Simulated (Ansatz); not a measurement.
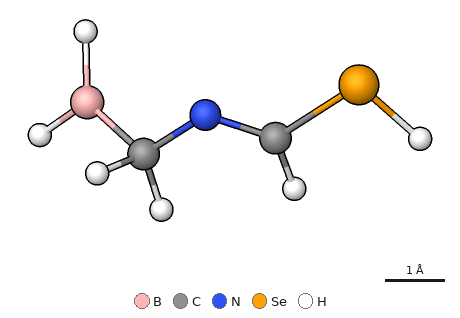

C2H6BNSe, before the relaxation. A ball-and-stick model, seen at a tilt.

The start comes from PBE-D4/def2-SVP.

Computed with RKS PBE0-D4/def2-TZVP (Ansatz 0.2.0).

Input
```yaml
crystal:
  periodic: [false, false, false]
  atoms:
    - {symbol: B, position_ang: [-0.787036, 1.627504, 1.169982]}
    - {symbol: C, position_ang: [-0.823486, 0.237900, 0.465175]}
    - {symbol: N, position_ang: [0.413617, -0.492613, 0.375328]}
    - {symbol: C, position_ang: [0.799377, -0.924057, -0.755189]}
    - {symbol: Se, position_ang: [2.472078, -1.849453, -0.906214]}
    - {symbol: H, position_ang: [0.169841, 1.980799, 1.829859]}
    - {symbol: H, position_ang: [-1.792812, 2.313527, 1.133088]}
    - {symbol: H, position_ang: [-1.479731, -0.252174, 1.247392]}
    - {symbol: H, position_ang: [-1.451024, 0.219938, -0.463299]}
    - {symbol: H, position_ang: [0.236117, -0.810480, -1.715222]}
    - {symbol: H, position_ang: [2.308558, -2.107791, -2.360401]}
basis:
  gaussian: {orbitals: def2-TZVP}
hamiltonian: {xc: pbe0, dispersion: d4}
relax: {f_tol: 0.005, max_steps: 150}
```

Launched with:
```bash
ansatz run in.yaml --threads 4 --pin off --events-out ev --progress --plain --max-ram 10444MiB
```

> Where does the relaxation end?

The largest move after the best rigid fit is that of H6, 0.20 Å. By element the largest moves are H 0.20 Å, N 0.08 Å, C 0.07 Å, Se 0.05 Å, B 0.05 Å. Some distances before and after: C2–H8 1.133 → 1.107 Å, B1–H6 1.215 → 1.194 Å, B1–H7 1.218 → 1.197 Å, C4–H10 1.119 → 1.098 Å. Bond angles that change, for instance: B1–C2–H8 95.0° → 102.0°, B1–C2–H9 113.7° → 110.9°. After 9 accepted moves (10 points after the start) the energy has fallen by 1.36 kcal/mol. The largest force component goes from 1 to 0.0045 eV/Å. The line search rejected the trial step at point 9 of the run. The run took 48 s on 4 threads of Arm Neoverse V1, on a shared host.

Step by step:

```json
{"step": "0", "E − E(0), kcal/mol": "0.00", "largest force component, eV/Å": "1.0340", "note": ""}
{"step": "1", "E − E(0), kcal/mol": "-1.15", "largest force component, eV/Å": "0.2608", "note": ""}
{"step": "2", "E − E(0), kcal/mol": "-1.23", "largest force component, eV/Å": "0.1761", "note": ""}
{"step": "3", "E − E(0), kcal/mol": "-1.28", "largest force component, eV/Å": "0.0809", "note": ""}
{"step": "4", "E − E(0), kcal/mol": "-1.31", "largest force component, eV/Å": "0.1167", "note": ""}
{"step": "5", "E − E(0), kcal/mol": "-1.34", "largest force component, eV/Å": "0.0660", "note": ""}
{"step": "6", "E − E(0), kcal/mol": "-1.35", "largest force component, eV/Å": "0.0342", "note": ""}
{"step": "7", "E − E(0), kcal/mol": "-1.35", "largest force component, eV/Å": "0.0425", "note": ""}
{"step": "8", "E − E(0), kcal/mol": "-1.36", "largest force component, eV/Å": "0.0126", "note": ""}
{"step": "9", "E − E(0), kcal/mol": "-1.36", "largest force component, eV/Å": "0.0120", "note": "rejected"}
{"step": "10", "E − E(0), kcal/mol": "-1.36", "largest force component, eV/Å": "0.0045", "note": ""}
```

The structure at the end:

```xyz
11

B    -0.7592    1.6064    1.1406
C    -0.8539    0.1932    0.5020
N     0.3757   -0.5499    0.4169
C     0.7796   -0.9115   -0.7120
Se    2.4238   -1.8505   -0.8822
H     0.2448    2.0047    1.6492
H    -1.7463    2.2840    1.1468
H    -1.5338   -0.3308    1.2010
H    -1.4143    0.2277   -0.4498
H     0.2500   -0.7223   -1.6552
H     2.2991   -2.0080   -2.3367
```

The end point in the same view:

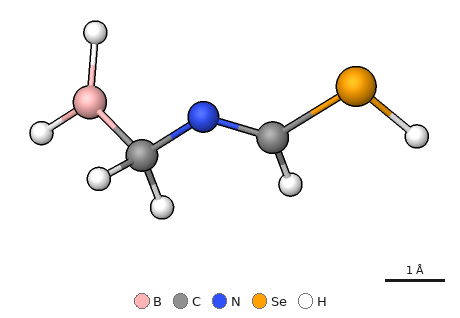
